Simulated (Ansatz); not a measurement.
# BH3O: the cost of one run

Program: Ansatz 0.2.0. Level of theory: RHF/def2-TZVP. These are calculated values, not measurements.

**1. The system as given**

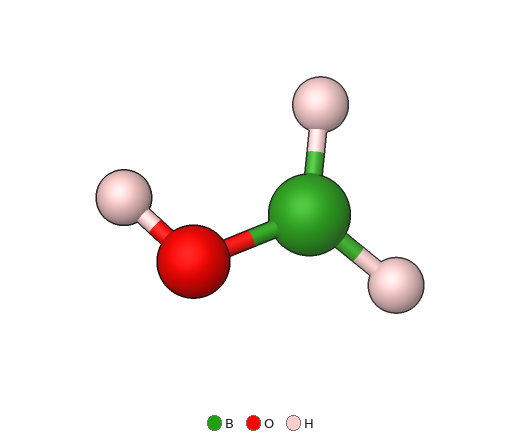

The starting structure, seen from a chosen angle (boron green, oxygen red, hydrogen pink).

As a file:

```xyz
5

B     0.0000    0.0000    0.0000
O     0.0000    0.0000    1.4100
H    -0.9095   -0.2814    1.7471
H     1.0305    0.0000   -0.5950
H    -1.0305    0.0000   -0.5950
```

**2. Relaxing the start**

File input.yaml:

```yaml
crystal:
  periodic: [false, false, false]
  atoms:
    - { symbol: B, position_ang: [0.0, 0.0, 0.0] }
    - { symbol: O, position_ang: [0.0, 0.0, 1.41] }
    - { symbol: H, position_ang: [-0.9095, -0.2814, 1.7471] }
    - { symbol: H, position_ang: [1.0305, 0.0, -0.595] }
    - { symbol: H, position_ang: [-1.0305, 0.0, -0.595] }
basis:
  gaussian: { orbitals: def2-TZVP }
hamiltonian:
  xc: hf
relax:
  f_tol: 0.02
  max_steps: 40
```

Run with:

```bash
$ ansatz run input.yaml --threads 1 --pin off --max-ram 2048MiB --backend cpu --events-out ev --progress --plain --runs-dir out
```

Q: Estimate wall time and peak memory on 1 thread of Intel Xeon Platinum 8259CL at 2.50GHz (Skylake/Cascade Lake), shared host.

About 3.8 s, with a peak of 0.12 GiB.
